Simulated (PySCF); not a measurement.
**C3H8N2Si: electronic excitations and core binding energies**

Aim: predict the electronic excitations and core binding energies of C3H8N2Si (`CN[Si@@H]1CC=N1`).

Programs: PySCF 2.14.0, with density-fitted response routines of our own. Each step states its level of theory. These are calculated values for one molecule in the gas phase, unless marked as measured. Atoms are numbered from 0 throughout.

### Step 1. The molecule as given

14 atoms, charge 0, multiplicity 1; geometry from: GFN2-xTB.

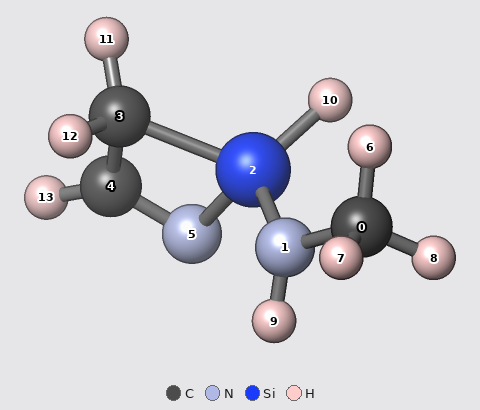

The starting geometry (carbon dark grey, nitrogen light blue, silicon blue, hydrogen pink), atoms numbered.

### Step 2. TDDFT and polarisability: wB97X-D/def2-SVPD

What the job is given:

```
{"job": {"kind": "uv", "xc": "wB97X-D", "basis": "def2-SVPD", "nstates": 8, "ntriplets": 3}, "charge": 0, "multiplicity": 1}
C     -2.429170     0.212294     0.265334
N     -1.096503     0.733032     0.444606
Si     0.208358     0.445689    -0.621661
C      1.739699    -0.510983     0.066464
C      2.354582     0.840635    -0.063393
N      1.493100     1.683821    -0.479919
H     -2.375192    -0.710273    -0.305466
H     -2.883082    -0.003448     1.234896
H     -3.076701     0.912325    -0.271999
H     -1.087292     1.590577     0.975243
H     -0.166768     0.097144    -1.986368
H      2.231338    -1.273020    -0.534498
H      1.707263    -0.853490     1.098513
H      3.379689     1.115251     0.156082
```

With the program's defaults for keys left out, this is: TDDFT wB97X-D/def2-SVPD, vertical, gas phase, core orbitals frozen in the response.

Launch:

```sh
OMP_NUM_THREADS=1 python probes_run.py task.json out
```

The driver reads the jobs from task.json and runs them one after another.

What it wrote:

```text
coarse grid: 11968 points
cycle   1  E = -517.6483627321  dE =  8.903e-01  |g| = 5.461e-01  |ddm| = 5.287e+00
cycle   2  E = -517.6375797926  dE =  1.078e-02  |g| = 6.367e-01  |ddm| = 2.576e+00
cycle   3  E = -517.7236510049  dE = -8.607e-02  |g| = 6.633e-02  |ddm| = 1.394e+00
cycle   4  E = -517.7246288459  dE = -9.778e-04  |g| = 3.559e-02  |ddm| = 1.471e-01
cycle   5  E = -517.7249351823  dE = -3.063e-04  |g| = 7.040e-03  |ddm| = 7.502e-02
cycle   6  E = -517.7249483844  dE = -1.320e-05  |g| = 2.925e-03  |ddm| = 2.581e-02
cycle   7  E = -517.7249508770  dE = -2.493e-06  |g| = 7.742e-04  |ddm| = 9.672e-03
final grid: 110512 points
cycle   8  E = -517.7925694732  dE = -8.604e-05  |g| = 6.298e-03  |ddm| = 1.122e-01
cycle   9  E = -517.7925691046  dE =  3.686e-07  |g| = 6.847e-03  |ddm| = 1.963e-02
cycle  10  E = -517.7925789820  dE = -9.877e-06  |g| = 8.367e-04  |ddm| = 1.380e-02
cycle  11  E = -517.7925791301  dE = -1.481e-07  |g| = 4.329e-04  |ddm| = 2.512e-03
cycle  12  E = -517.7925791814  dE = -5.135e-08  |g| = 1.049e-04  |ddm| = 2.020e-03
cycle  13  E = -517.7925791845  dE = -3.083e-09  |g| = 3.196e-05  |ddm| = 4.421e-04
cycle  14  E = -517.7925791851  dE = -5.443e-10  |g| = 7.054e-06  |ddm| = 3.641e-04
converged SCF energy = -517.7925791851

Static polarisability (au): isotropic 71.890, principal 60.956 66.182 88.533

Singlet excitations
state   eV       nm        f      main configurations
  1   4.3995    281.8   0.00066   H->L 0.74, H-1->L 0.17
  2   5.9384    208.8   0.00330   H-1->L 0.58, H->L 0.18, H-2->L 0.09
  3   6.2488    198.4   0.03029   H->L+1 0.52, H-1->L+1 0.17, H->L+2 0.09
  4   6.5388    189.6   0.02024   H-1->L+1 0.41, H->L+2 0.41
  5   6.8244    181.7   0.01024   H-1->L+2 0.43, H->L+2 0.19, H-1->L+1 0.12
  6   7.0533    175.8   0.03647   H->L+3 0.75
  7   7.2247    171.6   0.01753   H-2->L 0.52, H-1->L 0.12, H->L+2 0.10
  8   7.3511    168.7   0.02163   H-1->L+2 0.31, H-2->L 0.15, H-1->L+1 0.13

Triplet excitations (Tamm-Dancoff, eV): 3.8292 5.2208 5.7116
```

Wall time 31 s (1 thread of Arm Neoverse V2, shared host); peak memory 0.82 GiB.

Frontier orbitals and where they lie:

```tsv
orbital	eV	atoms
HOMO−3	-10.67	N5 42 %, C4 26 %, C3 12 %
HOMO−2	-10.47	C3 28 %, Si2 18 %, N1 13 %
HOMO−1	-8.99	N1 36 %, N5 18 %, Si2 8 %
HOMO	-8.50	N5 44 %, N1 15 %, C3 13 %
LUMO	1.57	C4 36 %, N5 28 %, Si2 9 %
LUMO+1	2.12	Si2 20 %, C0 17 %, H6 9 %
LUMO+2	2.51	Si2 38 %, C0 13 %, H10 12 %
```

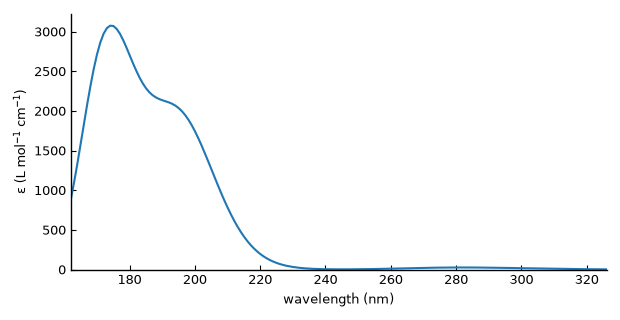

Absorption spectrum: each of the 8 states is a Gaussian band of 0.4 eV half-width at 1/e. Beyond the last state computed it falls off for lack of states.

Further results of this job:

```tsv
property	computed
dipole moment (D)	2.29
polarisability (Å³)	10.65
HOMO–LUMO gap (eV)	10.06
−ε(HOMO) (eV)	8.50
```

### Step 3. Core-electron binding energies: SCAN, X2C

Settings changed since step 2:

```diff
@@ -1,2 +1,2 @@
-{"job": {"kind": "uv", "xc": "wB97X-D", "basis": "def2-SVPD", "nstates": 8, "ntriplets": 3}, "charge": 0, "multiplicity": 1}
+{"job": {"kind": "xps"}, "charge": 0, "multiplicity": 1}
 C     -2.429170     0.212294     0.265334
```

Level: delta-SCF UKS SCAN, pcX-2 on the ionised atom, pcseg-1 elsewhere, spin-free X2C.

What it wrote:

```text
ground state, core basis on atom 0 (C), 159 functions
  cycle   1  E = -518.50262614  |g| = 6.61e-01
  cycle   2  E = -518.31945004  |g| = 1.06e+00
  cycle   3  E = -518.59578116  |g| = 2.30e-01
  cycle   4  E = -518.60809707  |g| = 6.08e-02
  cycle   5  E = -518.60899315  |g| = 2.14e-02
  cycle   6  E = -518.60908526  |g| = 9.19e-03
  cycle   7  E = -518.60910520  |g| = 1.94e-03
  cycle   8  E = -518.60910373  |g| = 7.52e-04
  cycle   9  E = -518.60910398  |g| = 2.00e-04
  E(ground) = -518.65336388 Eh
hole in C 1s of atom 0
  cycle   1  E = -507.33570708  |g| = 1.50e+00
  cycle   2  E = -504.61501992  |g| = 2.44e+00
  cycle   3  E = -505.27073973  |g| = 1.75e+00
  cycle   4  E = -507.78096127  |g| = 4.73e-01
  cycle   5  E = -507.82035372  |g| = 3.69e-01
  cycle   6  E = -507.87317256  |g| = 1.77e-01
  cycle   7  E = -507.88762359  |g| = 2.64e-02
  cycle   8  E = -507.88794535  |g| = 1.14e-02
  cycle   9  E = -507.88801956  |g| = 4.03e-03
  cycle  10  E = -507.88802957  |g| = 1.93e-03
  cycle  11  E = -507.88803256  |g| = 7.88e-04
  cycle  12  E = -507.88803398  |g| = 2.65e-04
  E(ion) = -507.93094647 Eh   <S^2> = 0.7704   hole on atom = 1.000   binding energy = 291.772 eV
ground state, core basis on atom 1 (N), 159 functions
  cycle   1  E = -518.62402969  |g| = 7.48e-02
  cycle   2  E = -518.62396904  |g| = 2.86e-02
  cycle   3  E = -518.62394449  |g| = 3.10e-02
  cycle   4  E = -518.62413982  |g| = 5.10e-03
  cycle   5  E = -518.62414615  |g| = 7.01e-04
  cycle   6  E = -518.62414690  |g| = 3.43e-04
  E(ground) = -518.66686758 Eh
hole in N 1s of atom 1
  cycle   1  E = -503.04875006  |g| = 1.87e+00
  cycle   2  E = -500.49307218  |g| = 2.65e+00
  cycle   3  E = -503.38987183  |g| = 8.45e-01
  cycle   4  E = -503.61178498  |g| = 5.40e-01
  cycle   5  E = -503.71975170  |g| = 2.73e-01
  cycle   6  E = -503.75503913  |g| = 7.28e-02
  cycle   7  E = -503.75794197  |g| = 1.37e-02
  cycle   8  E = -503.75804363  |g| = 4.35e-03
  cycle   9  E = -503.75805187  |g| = 2.07e-03
  cycle  10  E = -503.75805540  |g| = 6.64e-04
  cycle  11  E = -503.75805497  |g| = 3.03e-04
  E(ion) = -503.79932112 Eh   <S^2> = 0.7647   hole on atom = 1.000   binding energy = 404.567 eV
ground state, core basis on atom 2 (Si), 170 functions
  cycle   1  E = -518.71253897  |g| = 2.88e-01
  cycle   2  E = -518.71248664  |g| = 5.12e-02
  cycle   3  E = -518.71204405  |g| = 6.00e-02
  cycle   4  E = -518.71271130  |g| = 2.62e-02
  cycle   5  E = -518.71287146  |g| = 3.08e-03
  cycle   6  E = -518.71287159  |g| = 5.60e-04
  cycle   7  E = -518.71287244  |g| = 1.33e-04
  E(ground) = -518.71631991 Eh
hole in Si 1s of atom 2
  cycle   1  E = -449.77864250  |g| = 4.35e+00
  cycle   2  E = -449.60039972  |g| = 2.30e+00
  cycle   3  E = -450.25255377  |g| = 9.86e-01
  cycle   4  E = -450.78629128  |g| = 3.17e-01
  cycle   5  E = -450.83351613  |g| = 1.10e-01
  cycle   6  E = -450.83840361  |g| = 5.13e-02
  cycle   7  E = -450.83903721  |g| = 3.35e-02
  cycle   8  E = -450.83958376  |g| = 6.20e-03
  cycle   9  E = -450.83959651  |g| = 3.97e-03
  cycle  10  E = -450.83960386  |g| = 7.61e-04
  cycle  11  E = -450.83960402  |g| = 2.79e-04
  E(ion) = -450.85025881 Eh   <S^2> = 0.7525   hole on atom = 1.000   binding energy = 1846.730 eV
hole in Si 2p of atom 2
  cycle   1  E = -514.44020369  |g| = 1.24e+00
  cycle   2  E = -514.13496081  |g| = 1.28e+00
  cycle   3  E = -514.68409260  |g| = 3.78e-01
  cycle   4  E = -514.76141080  |g| = 1.09e-01
  cycle   5  E = -514.76613370  |g| = 5.34e-02
  cycle   6  E = -514.76730155  |g| = 2.22e-02
  cycle   7  E = -514.76750457  |g| = 8.36e-03
  cycle   8  E = -514.76753472  |g| = 3.54e-03
  cycle   9  E = -514.76754106  |g| = 8.17e-04
  cycle  10  E = -514.76754132  |g| = 3.39e-04
  E(ion) = -514.78161895 Eh   <S^2> = 0.7530   hole on atom = 1.003   binding energy = 107.069 eV
  2p3/2 = 106.834 eV   2p1/2 = 107.458 eV
ground state, core basis on atom 3 (C), 159 functions
  cycle   1  E = -518.61023496  |g| = 6.34e-02
  cycle   2  E = -518.61013839  |g| = 3.69e-02
  cycle   3  E = -518.61027228  |g| = 2.95e-02
  cycle   4  E = -518.61043259  |g| = 1.29e-02
  cycle   5  E = -518.61047580  |g| = 1.63e-03
  cycle   6  E = -518.61047553  |g| = 3.21e-04
  E(ground) = -518.65536944 Eh
hole in C 1s of atom 3
  cycle   1  E = -507.38459056  |g| = 1.51e+00
  cycle   2  E = -506.36790564  |g| = 2.03e+00
  cycle   3  E = -507.80115755  |g| = 5.87e-01
  cycle   4  E = -507.83766232  |g| = 5.02e-01
  cycle   5  E = -507.95716195  |g| = 9.62e-02
  cycle   6  E = -507.96000131  |g| = 5.25e-02
  cycle   7  E = -507.96125621  |g| = 1.12e-02
  cycle   8  E = -507.96130751  |g| = 5.85e-03
  cycle   9  E = -507.96132723  |g| = 1.32e-03
  cycle  10  E = -507.96132970  |g| = 7.43e-04
  cycle  11  E = -507.96133142  |g| = 4.11e-04
  E(ion) = -508.00510782 Eh   <S^2> = 0.7693   hole on atom = 1.000   binding energy = 289.808 eV
ground state, core basis on atom 4 (C), 159 functions
  cycle   1  E = -518.61262581  |g| = 5.90e-02
  cycle   2  E = -518.61253701  |g| = 2.82e-02
  cycle   3  E = -518.61253389  |g| = 2.87e-02
  cycle   4  E = -518.61271274  |g| = 9.06e-03
  cycle   5  E = -518.61273150  |g| = 7.62e-04
  cycle   6  E = -518.61273380  |g| = 2.79e-04
  E(ground) = -518.65807923 Eh
hole in C 1s of atom 4
  cycle   1  E = -507.32364206  |g| = 1.51e+00
  cycle   2  E = -505.05023386  |g| = 2.36e+00
  cycle   3  E = -507.45529906  |g| = 9.08e-01
  cycle   4  E = -507.79207836  |g| = 4.86e-01
  cycle   5  E = -507.85932535  |g| = 2.80e-01
  cycle   6  E = -507.88966176  |g| = 1.03e-01
  cycle   7  E = -507.89555446  |g| = 1.90e-02
  cycle   8  E = -507.89591435  |g| = 1.21e-02
  cycle   9  E = -507.89614102  |g| = 7.40e-03
  cycle  10  E = -507.89633635  |g| = 5.02e-03
  cycle  11  E = -507.89643016  |g| = 3.21e-03
  cycle  12  E = -507.89644599  |g| = 1.82e-03
  cycle  13  E = -507.89645270  |g| = 9.67e-04
  cycle  14  E = -507.89645593  |g| = 6.54e-04
  cycle  15  E = -507.89645845  |g| = 5.21e-04
  cycle  16  E = -507.89645885  |g| = 3.43e-04
  E(ion) = -507.94001895 Eh   <S^2> = 0.8662   hole on atom = 1.000   binding energy = 291.653 eV
ground state, core basis on atom 5 (N), 159 functions
  cycle   1  E = -518.62434200  |g| = 7.59e-02
  cycle   2  E = -518.62392510  |g| = 5.05e-02
  cycle   3  E = -518.62361895  |g| = 6.21e-02
  cycle   4  E = -518.62447239  |g| = 8.36e-03
  cycle   5  E = -518.62449062  |g| = 9.22e-04
  cycle   6  E = -518.62448920  |g| = 2.20e-04
  E(ground) = -518.66805759 Eh
hole in N 1s of atom 5
  cycle   1  E = -503.07672698  |g| = 1.86e+00
  cycle   2  E = -500.92189139  |g| = 2.46e+00
  cycle   3  E = -503.26766460  |g| = 9.96e-01
  cycle   4  E = -503.73540936  |g| = 3.96e-01
  cycle   5  E = -503.78314992  |g| = 1.86e-01
  cycle   6  E = -503.79749356  |g| = 4.23e-02
  cycle   7  E = -503.79846507  |g| = 1.34e-02
  cycle   8  E = -503.79855417  |g| = 4.72e-03
  cycle   9  E = -503.79856561  |g| = 2.44e-03
  cycle  10  E = -503.79857028  |g| = 9.73e-04
  cycle  11  E = -503.79857012  |g| = 5.00e-04
  E(ion) = -503.84122071 Eh   <S^2> = 0.7788   hole on atom = 1.000   binding energy = 403.459 eV
```

Run time: 83 s. Hardware: 1 thread of Arm Neoverse V2, shared host; peak memory 0.63 GiB.

The holes in one table. −ε is the ground-state orbital energy:

```tsv
hole	stands for	environment	ΔSCF (eV; 2p as the shell's mean)	−ε (eV)	⟨S²⟩
C1s on C0	C0	methyl carbon bonded to N	291.77	274.4	0.770
N1s on N1	N1	nitrogen bonded to C, Si, H	404.57	385.7	0.765
Si1s on Si2	Si2	silicon bonded to C, 2 N, H, in a 4-membered ring	1846.73	1793.6	0.752
Si2p on Si2	Si2	silicon bonded to C, 2 N, H, in a 4-membered ring	107.04	96.3	0.753
C1s on C3	C3	sp3 CH2 bonded to Si	289.81	273.1	0.769
C1s on C4	C4	C=N carbon	291.65 (doubtful)	274.8	0.866
N1s on N5	N5	imine nitrogen	403.46	384.9	0.779
```

Doubtful: the ion did not converge, its hole moved, or its ⟨S²⟩ is well above 0.75.

With the spin-orbit splitting: Si2 2p3/2 106.83, 2p1/2 107.46 eV. The table gives each 2p level as the mean over the whole 2p shell (two parts 2p3/2, one part 2p1/2), which differs a little from the single hole in the log.

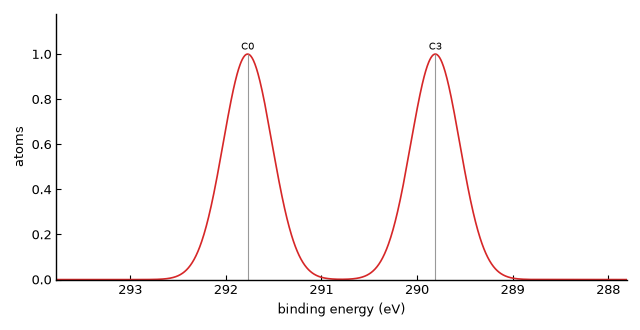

The C1s photoelectron lines, weighted by the number of atoms. Only 2 of the 3 C atoms are covered by sound results. Lines are broadened to a width of 0.60 eV (Gaussian).

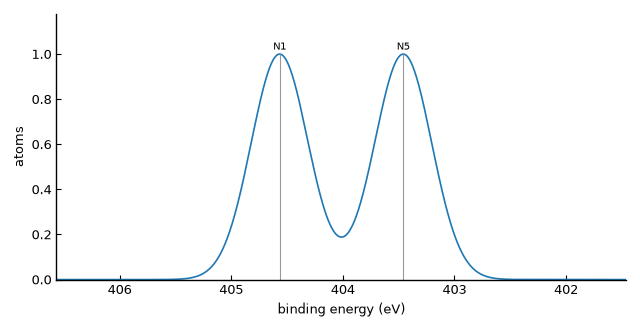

The N1s photoelectron lines, weighted by the number of atoms. Lines are broadened to a width of 0.60 eV (Gaussian).

### Step 4. What came out

| quantity | value |
| --- | --- |
| lowest singlet (wB97X-D/def2-SVPD) | 4.40 eV (282 nm), f = 0.001 |
| brightest single state of those computed | state 6, 7.05 eV, f = 0.036 |
| lowest triplet | 3.83 eV |
| C1s binding energies, SCAN/pcX-2 (standing for 2 of 3 atoms) | C0 291.77, C3 289.81 eV |
| N1s binding energies, SCAN/pcX-2 | N1 404.57, N5 403.46 eV |
| Si1s binding energies, SCAN/pcX-2 | Si2 1846.73 eV |
| Si2p binding energies, SCAN/pcX-2 | Si2 107.04 eV |

What this shows: The lowest singlet, at 4.40 eV, is HOMO→LUMO 0.74, HOMO−1→LUMO 0.17 and is dark; of the 8 states computed, the strongest absorption comes from state 6 at 7.05 eV. The lowest triplet lies 0.57 eV below the lowest singlet (triplets in Tamm-Dancoff, singlets in full TDDFT). The C1s levels kept as sound span 1.96 eV, from C3 (sp3 CH2 bonded to Si) up to C0 (methyl carbon bonded to N). Only 2 of the 3 C atoms are covered by sound results. The N1s levels kept as sound span 1.11 eV, from N5 (imine nitrogen) up to N1 (nitrogen bonded to C, Si, H).
